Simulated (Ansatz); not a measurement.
# Cl3FMoO: what the fields show

```yaml
atoms:
  - { symbol: Cl, position_ang: [0.5565, -2.1291, -0.5979] }
  - { symbol: Cl, position_ang: [0.1986, 0.6367, -2.1110] }
  - { symbol: Cl, position_ang: [0.4825, 2.0915, 0.6945] }
  - { symbol: F, position_ang: [0.5713, -0.5273, 1.7117] }
  - { symbol: Mo, position_ang: [-0.0706, -0.0310, 0.0542] }
  - { symbol: O, position_ang: [-1.6962, -0.1048, 0.2023] }
```

Geometry: PBE0-D4/def2-SVP; core potentials replace the inner electrons of Mo.

All numbers below come from isolated molecule in a Gaussian basis; Kohn-Sham density functional theory, functional PBE0 in Ansatz 0.2.0.

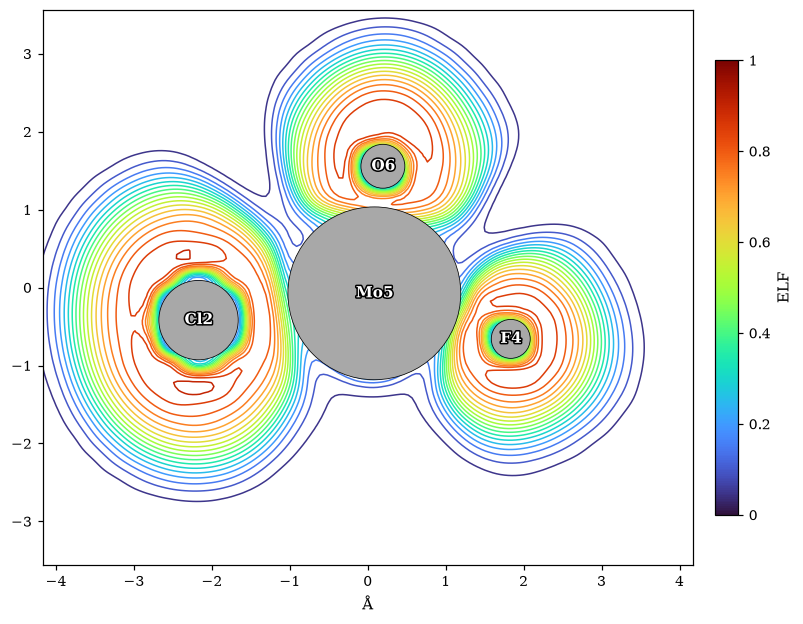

Figure 1. Electron localisation function on the plane of atoms Cl2, Mo5 and F4. Grey discs cover the atomic cores.

Q: Interpret the plot.

A: The section cuts through Cl, F, Mo and O sites. Mo–O (1.63 Å): the ELF peaks at about 0.80 in the valence shell of O, 0.5 Å from its nucleus, and drops to about 0.45 between the two atoms. Mo–F (1.85 Å): the ELF peaks at about 0.80 in the valence shell of F, 0.5 Å from its nucleus, and drops to about 0.30 between the two atoms. Mo–Cl (2.28 Å): the ELF peaks at about 0.85 in the valence shell of Cl, 0.8 Å from its nucleus, and is about 0.40 at the midpoint.

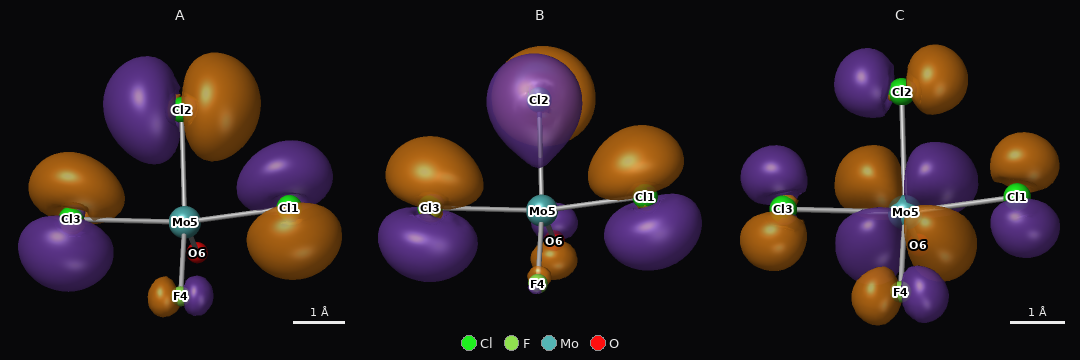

Figure 2. Three frontier orbitals at ±0.1 Å⁻³ᐟ² (orange and purple are the two phases), in no order.

Q: Which picture is the HOMO−1, the HOMO and the LUMO?

A: B is the HOMO−1 (−9.75 eV). Its weight (Hirshfeld) is mainly on Cl2 (about 35 %), Cl1 (about 30 %) and Cl3 (about 30 %); largely a combination of lone pairs on Cl2, Cl1 and Cl3. A is the HOMO (−9.24 eV). It lies mainly on Cl2 (about 45 %), Cl1 (about 25 %) and Cl3 (about 25 %); largely a combination of lone pairs on Cl2, Cl1 and Cl3. C is the LUMO (−5.53 eV). By Hirshfeld shares it lies mainly on Mo5 (about 60 %), Cl2 (about 10 %), Cl3 (about 10 %), Cl1 (about 10 %) and F4 (about 5 %).

Q: What is the HOMO–LUMO gap?

A: 3.71 eV between the orbital energies.
